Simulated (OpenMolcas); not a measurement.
# triplet CH6AlFSi: levels of theory compared

Aim: a comparison of 6 runs (U-revPBE/6-31G*, UBHLYP/6-31G*, UM06-L/6-31G*, UPBE0/6-31G*, UTPSS/6-31G*, ROCCSD(T)/6-31G*) of triplet CH6AlFSi. 

Program for the calculation: OpenMolcas 26.06.

2 further runs of the same task are left out: 2 set aside as unsound or not needed.

## (1) The structure to begin with

CH6AlFSi has 10 atoms, charge 0, and is taken as a triplet. SMILES of the parent species: `C[SiH2][AlH][F]`. The coordinates come from a PBE0-D4/def2-TZVP relaxation. This is one conformer, not always the lowest. That shape belongs to the parent species and isn't relaxed for this state.

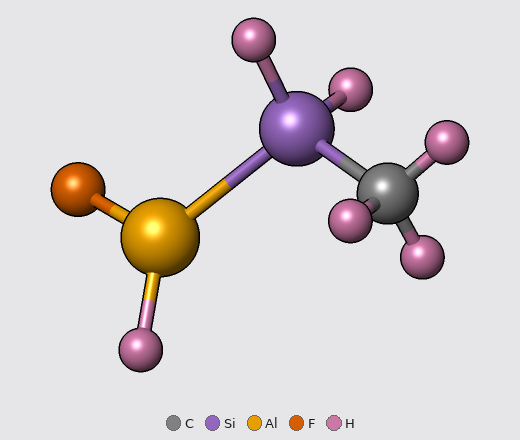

The structure, seen from a chosen angle (carbon grey, silicon purple, aluminium amber, fluorine orange, hydrogen pink).

## (2) The energy at U-revPBE/6-31G(d) (spherical functions) (run 1)

Input file mol.inp:

```
>>> EXPORT MOLCAS_PRINT=2

&gateway
  baslib = $CurrDir
  basisset
  C.6-31Gs....
  C1 0.209300 1.522100 -0.549700 angstrom
  End of Basis
  basisset
  Si.6-31Gs....
  Si2 -0.487300 0.185700 0.578100 angstrom
  End of Basis
  basisset
  Al.6-31Gs....
  Al3 0.320500 -2.061900 0.018500 angstrom
  End of Basis
  basisset
  F.6-31Gs....
  F4 -0.271300 -3.324400 0.910100 angstrom
  End of Basis
  basisset
  H.6-31Gs....
  H5 -0.171000 2.504900 -0.262800 angstrom
  H6 -0.069900 1.340800 -1.589900 angstrom
  H7 1.299800 1.551100 -0.495300 angstrom
  H8 -1.978700 0.198000 0.509600 angstrom
  H9 -0.129200 0.490400 1.995500 angstrom
  H10 1.361100 -2.457900 -1.111000 angstrom
  End of Basis

&seward
  gridinput
  Grid=UltraFine
  End of Grid

&scf
  uhf
  spin = 3
  ksdft = revPBE
  thresholds = 1e-10 1e-07 1e-07 1e-05
  prorbitals = 1 1
```

The basis set 6-31G* is read from a file made from the Basis Set Exchange's data (not shown).

On the command line:

```console
$ export MOLCAS_MEM=1860
$ pymolcas mol.inp > mol.log
```

What it wrote:

```text
--- Start Module: gateway ---
[...]
--- Stop Module: gateway /rc=_RC_ALL_IS_WELL_ ---
--- Start Module: seward ---
[...]
      Basis functions           76
--- Stop Module: seward /rc=_RC_ALL_IS_WELL_ ---
[...]
--- Start Module: scf ---
[...]
       Convergence after  26 Iterations
[...]
::    Total KS-DFT energy                            -673.2002857349
[...]
      Total spin, S                                     1.0007137392
[...]
      Total electronic charge=   48.000000
      Total            charge=   -0.000000
[...]
      Dipole Moment (debye):
      Origin of the operator (angstrom)=   -0.0795   -0.9964    0.2870
                   X=  8.2540E-02               Y=  4.1816E+00               Z= -8.1861E-01           Total=  4.2618E+00
      Quadrupole Moment (debye*angstrom):
[...]
--- Stop Module: scf /rc=_RC_ALL_IS_WELL_ ---
[...]
```

Wall time 38 s (1 thread of Intel Xeon 6975P-C (Granite Rapids), shared host); peak memory 0.43 GiB.

## (3) The energy at UBHLYP/6-31G(d) (spherical functions) (run 2)

Input file calc.inp:

```
>>> EXPORT MOLCAS_PRINT=2

&gateway
  baslib = $CurrDir
  basisset
  C.6-31Gs....
  C1 0.209300 1.522100 -0.549700 angstrom
  End of Basis
  basisset
  Si.6-31Gs....
  Si2 -0.487300 0.185700 0.578100 angstrom
  End of Basis
  basisset
  Al.6-31Gs....
  Al3 0.320500 -2.061900 0.018500 angstrom
  End of Basis
  basisset
  F.6-31Gs....
  F4 -0.271300 -3.324400 0.910100 angstrom
  End of Basis
  basisset
  H.6-31Gs....
  H5 -0.171000 2.504900 -0.262800 angstrom
  H6 -0.069900 1.340800 -1.589900 angstrom
  H7 1.299800 1.551100 -0.495300 angstrom
  H8 -1.978700 0.198000 0.509600 angstrom
  H9 -0.129200 0.490400 1.995500 angstrom
  H10 1.361100 -2.457900 -1.111000 angstrom
  End of Basis

&seward
  gridinput
  Grid=UltraFine
  End of Grid

&scf
  uhf
  spin = 3
  ksdft = HYB_GGA_XC_BHANDHLYP
  thresholds = 1e-10 1e-07 1e-07 1e-05
  prorbitals = 1 1
```

The basis set 6-31G* is read from a file made from the Basis Set Exchange's data (not shown).

On the command line:

```console
$ export MOLCAS_MEM=1860
$ pymolcas calc.inp > calc.log
```

What it wrote:

```text
--- Start Module: gateway ---
[...]
--- Stop Module: gateway /rc=_RC_ALL_IS_WELL_ ---
--- Start Module: seward ---
[...]
      Basis functions           76
--- Stop Module: seward /rc=_RC_ALL_IS_WELL_ ---
[...]
--- Start Module: scf ---
[...]
       Convergence after  21 Iterations
[...]
::    Total KS-DFT energy                            -673.2870433370
[...]
      Total spin, S                                     1.0016542103
[...]
      Total electronic charge=   48.000000
      Total            charge=   -0.000000
[...]
      Dipole Moment (debye):
      Origin of the operator (angstrom)=   -0.0795   -0.9964    0.2870
                   X= -6.7850E-03               Y=  4.7474E+00               Z= -7.9251E-01           Total=  4.8131E+00
      Quadrupole Moment (debye*angstrom):
[...]
--- Stop Module: scf /rc=_RC_ALL_IS_WELL_ ---
[...]
```

It took 34 s on 1 thread of Intel Xeon 6975P-C (Granite Rapids), shared host; peak memory 0.43 GiB.

Runs 3 to 5 aren't shown in full; the table further down has their settings and results.

## (4) The energy at ROCCSD(T)/6-31G(d) (spherical functions) (run 6)

Input file mol.xyz:

```xyz
10

C      0.209300     1.522100    -0.549700
Si    -0.487300     0.185700     0.578100
Al     0.320500    -2.061900     0.018500
F     -0.271300    -3.324400     0.910100
H     -0.171000     2.504900    -0.262800
H     -0.069900     1.340800    -1.589900
H      1.299800     1.551100    -0.495300
H     -1.978700     0.198000     0.509600
H     -0.129200     0.490400     1.995500
H      1.361100    -2.457900    -1.111000
```

Input file job.inp:

```
* CH6AlFSi CCSD(T)

&GATEWAY
  BASLIB=$CurrDir
  COORD=mol.xyz
  BASIS=6-31Gs
  GROUP=NoSym

&SEWARD

&SCF
  UHF
  SPIN=3
  THRESHOLDS=1e-10 1e-07 1e-07 1e-05
  PRORBITALS=1 1

&RASSCF
  FILEORB=$Project.UnaOrb
  SPIN=3
  NACTEL=2 0 0
  INACTIVE=23
  RAS2=2
  OUTORBITALS=Canonical
  ORBLISTING=NoCore

&MOTRA
  JOBIPH
  FROZEN=12

&CCSDT
  CCT
  TRIPLES=3
  ITERATIONS=80
  ACCURACY=1e-08
  EXTRAPOLATION=5 4
```

The basis set 6-31G* is read from a file made from the Basis Set Exchange's data (not shown).

On the command line:

```console
$ export MOLCAS_MEM=1860
$ pymolcas job.inp > job.log
```

What it wrote:

```text
--- Start Module: gateway ---
[...]
--- Stop Module: gateway /rc=_RC_ALL_IS_WELL_ ---
[...]
      Basis functions           76
[...]
       Convergence after  26 Iterations
[...]
::    Total SCF energy                               -671.5349622996
[...]
      Total spin, S                                     1.0016885673
[...]
      Number of active orbitals                  2
[...]
      Spin quantum number                      1.0
[...]
      Active orbitals                            2
[...]
      Number of CSFs                             1
[...]
      Number of root(s) required                 1
[...]
      Convergence after  9 iterations
[...]
      printout of CI-coefficients larger than  0.05 for root  1
      energy=    -671.533286
      conf/sym  11     Coeff  Weight
             1  uu   1.00000 1.00000
      Natural orbitals and occupation numbers for root  1
      sym 1:   1.000000   1.000000
      ************************************************************************************************************************
      *                                                    Final results                                                     *
[...]
::    RASSCF root number  1 Total energy:   -671.53328565
[...]
      Total electronic charge=   48.000000
      Total            charge=   -0.000000
[...]
      Dipole Moment (debye):
      Origin of the operator (angstrom)=   -0.0795   -0.9964    0.2870
                   X= -3.0318E-01               Y=  5.2815E+00               Z= -5.2595E-01           Total=  5.3162E+00
      Quadrupole Moment (debye*angstrom):
[...]
--- Start Module: motra ---
[...]
      *** WARNING: Default frozen orbitals is overwritten by user input.
      *** Default values:   6
[...]
--- Stop Module: motra /rc=_RC_ALL_IS_WELL_ ---
--- Start Module: ccsdt ---
[...]
      Convergence after                    14  Iterations
      Total energy (diff) :    -672.00645612       0.00000000
[...]
 METHOD                       : CCSD+T(CCSD)+<T3(1)WT1>+<T3(1)UT2> = CCSD(T)
[...]
       CCSD     =      -672.0064561231993
[...]
--- Stop Module: ccsdt /rc=_RC_ALL_IS_WELL_ ---
[...]
```

Run time: 23 s. Hardware: 1 thread of Intel Xeon 6975P-C (Granite Rapids), shared host; peak memory 0.43 GiB.

## (5) All runs side by side

```tsv
run	level	integration grid	frozen core orbitals	energy (Eh)	dipole moment (D)	HOMO energy (eV)	⟨S²⟩	wall time
1	U-revPBE/6-31G* (spherical functions)	UltraFine	–	-673.200286	4.26	-2.74	2.002	38 s
2	UBHLYP/6-31G* (spherical functions)	UltraFine	–	-673.287043	4.81	-4.11	2.005	34 s
3	UM06-L/6-31G* (spherical functions)	UltraFine	–	-673.329677	4.40	-2.70	2.005	54 s
4	UPBE0/6-31G* (spherical functions)	UltraFine	–	-672.973186	4.61	-3.58	2.003	36 s
5	UTPSS/6-31G* (spherical functions)	UltraFine	–	-673.424036	4.26	-2.84	2.003	54 s
6	ROCCSD(T)/6-31G* (spherical functions)	–	12	-672.017688	–	–	–	23 s
```

## (6) Outcome

```
             quantity          value
  run 6: total energy  -672.01769 Eh
run 6: (T) correction     -11.23 mEh
```

**Reading.** Over runs 1, 2, 3, 4, 5 the dipole moment (its size) runs from 4.26 D (U-revPBE/6-31G*) to 4.81 D (UBHLYP/6-31G*). Totals of different functionals can't be ranked against each other. All runs together took 4 min, the longest 54 s.
